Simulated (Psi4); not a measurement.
# BSiH5 (BH2(SiH3)) at FNO-CCSD(T)/aug-cc-pVDZ (occ tolerance 1e-06, sweep point 6)

Aim: the energy change on altering one bond length of BSiH5 (BH2(SiH3)) at FNO-CCSD(T)/aug-cc-pVDZ (occ tolerance 1e-06, sweep point 6), from 2 runs. Input form: a Python script.

The calculation is run with Psi4 1.11.

## (1) The structure to begin with

The species is BSiH5 (7 atoms), meant as a singlet with charge 0. As SMILES, `[H]B([H])[SiH3]`. The shape is that of a GFN2-xTB optimisation.

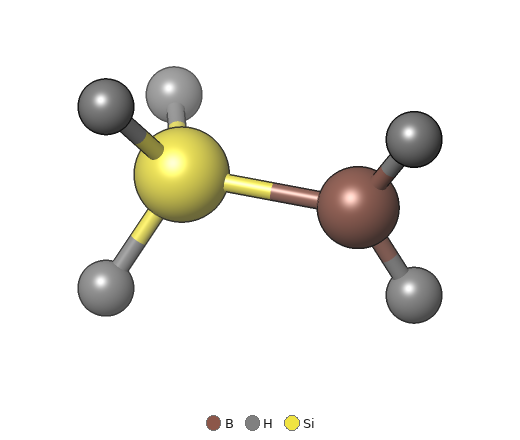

The structure, seen from a chosen angle (boron brown, hydrogen grey, silicon yellow).

## (2) The energy at FNO-CCSD(T)/aug-cc-pVDZ (occ tolerance 1e-06, sweep point 6)

job.py

```python
import psi4

psi4.set_memory(1600000000)
psi4.set_num_threads(1)
psi4.core.set_output_file('output.dat', False)

m = psi4.geometry("""
0 1
B      0.595540     1.038560     0.005960
H      1.765140     1.076930     0.027400
H      0.039220     2.066980    -0.048000
Si    -0.377680    -0.657970     0.018400
H     -1.713750    -0.605710     0.632990
H      0.300530    -1.764180     0.713070
H     -0.608990    -1.154610    -1.349820
symmetry c1
""")

psi4.set_options(dict(basis='aug-cc-pVDZ', puream=True, scf_type='pk', num_frozen_docc=6, occ_tolerance=1e-06))

E, wfn = psi4.energy('fno-ccsd(t)', return_wfn=True)
print('E =', round(E, 9))
```

Run with:

```sh
$ python job.py
```

output.dat:

```text
[...]
  Running in c1 symmetry.
[...]
  Nuclear repulsion =   48.520134215931222
[...]
  Multiplicity = 1
[...]
  Nalpha       = 12
  Nbeta        = 12
[...]
    Number of basis functions: 95
[...]
   @RHF iter   1:  -316.42741658802538   -7.36532e-01   1.90372e-03 ADIIS/DIIS
[...]
   @RHF iter  10:  -316.47714805288649   -1.48361e-11   7.57629e-09 DIIS
[...]
    Orbital Energies [Eh]
    ---------------------
    Doubly Occupied:
       1A    -68.759515     2A     -7.618039     3A     -6.112465
       4A     -4.218447     5A     -4.218184     6A     -4.217960
       7A     -0.759435     8A     -0.662409     9A     -0.519339
      10A     -0.475709    11A     -0.460109    12A     -0.431914
[...]
  @RHF Final Energy:  -316.47714805288649
   => Energetics <=
    Nuclear Repulsion Energy =             48.5201342159312219
    One-Electron Energy =                -533.0875153191014988
    Two-Electron Energy =                 168.0902330502838424
    Total Energy =                       -316.4771480528864913
[...]
 Multipole Moments:
 ------------------------------------------------------------------------------------
     Multipole            Electronic (a.u.)      Nuclear  (a.u.)        Total (a.u.)
 ------------------------------------------------------------------------------------
 L = 1.  Multiply by 2.5417464519 to convert [e a0] to [Debye]
 Dipole X            :          0.5676263           -0.4196213            0.1480049
 Dipole Y            :          0.9913871           -0.7339289            0.2574582
 Dipole Z            :          0.0853251           -0.0755342            0.0097909
 Magnitude           :                                                    0.2971297
[...]
      * MP2 total energy:                   -316.674243270171
[...]
      * MP2 total energy:                   -316.674243270171
[...]
      * MP3 total energy:                   -316.712570351241
[...]
      * CCSD total energy:                  -316.720483264924
[...]
      * CCSD(T) total energy                -316.726161819103
[...]
```

The script printed:

```text
E = -316.726161819
```

Run time: 14 s. Hardware: 1 thread of AMD EPYC 9R45 (Zen 5), shared host; peak memory 0.75 GiB.

## (3) The distorted shape at the same level

calc.py

```python
import psi4

psi4.set_memory(1600000000)
psi4.set_num_threads(1)
psi4.core.set_output_file('output.dat', False)

geom = psi4.geometry("""
0 1
B      0.780588     1.435873     1.100538
H      1.950188     1.474243     1.121978
H      0.224268     2.464293     1.046578
Si    -0.192632    -0.260657     1.112978
H     -1.528702    -0.208397     1.727568
H      0.485578    -1.366867     1.807648
H     -0.608990    -1.154610    -1.349820
units angstrom
symmetry c1
""")

psi4.set_options({
    'basis': 'aug-cc-pVDZ',
    'reference': 'rhf',
    'puream': True,
    'scf_type': 'pk',
    'num_frozen_docc': 6,
    'occ_tolerance': 1e-06,
})

result = psi4.energy("fno-ccsd(t)")
print(f'fno-ccsd(t) energy: {result:.10f} Eh')
for k, v in sorted(psi4.core.scalar_variables().items()):
    print(f'{k:45s} {v:18.10f}')
```

Run with:

```sh
$ python calc.py
```

output.dat:

```text
[...]
  Running in c1 symmetry.
[...]
  Nuclear repulsion =   45.850630346604973
[...]
  Multiplicity = 1
[...]
  Nalpha       = 12
  Nbeta        = 12
[...]
    Number of basis functions: 95
[...]
   @RHF iter   1:  -316.18019459360994   -7.39367e-01   3.23815e-03 DIIS/ADIIS
[...]
   @RHF iter  11:  -316.35273520276888   -1.07377e-10   9.35931e-09 DIIS
[...]
    Orbital Energies [Eh]
    ---------------------
    Doubly Occupied:
       1A    -68.831901     2A     -7.641001     3A     -6.176326
       4A     -4.281948     5A     -4.281484     6A     -4.281240
       7A     -0.770542     8A     -0.669070     9A     -0.539010
      10A     -0.487082    11A     -0.463781    12A     -0.334718
[...]
  @RHF Final Energy:  -316.35273520276888
   => Energetics <=
    Nuclear Repulsion Energy =             45.8506303466049729
    One-Electron Energy =                -526.8905285819326991
    Two-Electron Energy =                 164.6871630325588285
    Total Energy =                       -316.3527352027688835
[...]
 Multipole Moments:
 ------------------------------------------------------------------------------------
     Multipole            Electronic (a.u.)      Nuclear  (a.u.)        Total (a.u.)
 ------------------------------------------------------------------------------------
 L = 1.  Multiply by 2.5417464519 to convert [e a0] to [Debye]
 Dipole X            :          0.8733201           -0.5771895            0.2961306
 Dipole Y            :          1.6534827           -1.0722405            0.5812422
 Dipole Z            :          1.9733966           -1.0075663            0.9658303
 Magnitude           :                                                    1.1654887
[...]
      * MP2 total energy:                   -316.559619006613
[...]
      * MP2 total energy:                   -316.559619006613
[...]
      * MP3 total energy:                   -316.602660227236
[...]
      * CCSD total energy:                  -316.618641764757
[...]
      * CCSD(T) total energy                -316.628680248764
[...]
```

It took 15 s on 1 thread of AMD EPYC 9R45 (Zen 5), shared host; peak memory 0.78 GiB.

## (4) Summary of results

Level: FNO-CCSD(T)/aug-cc-pVDZ (occ tolerance 1e-06, sweep point 6), 6 core orbitals frozen.

| quantity | value |
| --- | --- |
| first shape: total energy | -316.72616 Eh |
| first shape: HOMO energy (Hartree–Fock orbitals) | -11.75 eV |
| first shape: LUMO energy (Hartree–Fock orbitals) | 1.08 eV |
| first shape: HOMO–LUMO gap (Hartree–Fock orbitals) | 12.83 eV |
| first shape: correlation energy (6 core orbitals frozen) | -249.0 mEh |
| first shape: (T) correction | -5.68 mEh |
| first shape: T1 diagnostic | 0.012 |
| distorted shape: total energy | -316.62868 Eh |
| distorted shape: HOMO energy (Hartree–Fock orbitals) | -9.11 eV |
| distorted shape: LUMO energy (Hartree–Fock orbitals) | -0.55 eV |
| distorted shape: HOMO–LUMO gap (Hartree–Fock orbitals) | 8.55 eV |
| distorted shape: correlation energy (6 core orbitals frozen) | -275.9 mEh |
| distorted shape: (T) correction | -10.04 mEh |
| distorted shape: T1 diagnostic | 0.034 |
| energy change with the Si4–H7 bond stretched from 1.474 to 2.653 Å | 2.653 eV |

In words: One bond (distorted shape) is far stretched, which a spin-restricted single reference describes badly; perturbation theory on it can break down and give far too much correlation. With the Si4–H7 bond stretched from 1.474 to 2.653 Å the energy rises by 2.65 eV (61 kcal/mol). The first shape isn't relaxed at this level, so the change isn't measured from a minimum. A restricted reference can't describe the breaking bond well at this length. The triples (first shape) make up 2.3 % of the correlation energy. The T1 diagnostic (distorted shape) of 0.034 is above the customary mark for such species, so a single reference may not serve. The triples (distorted shape) make up 3.6 % of the correlation energy.
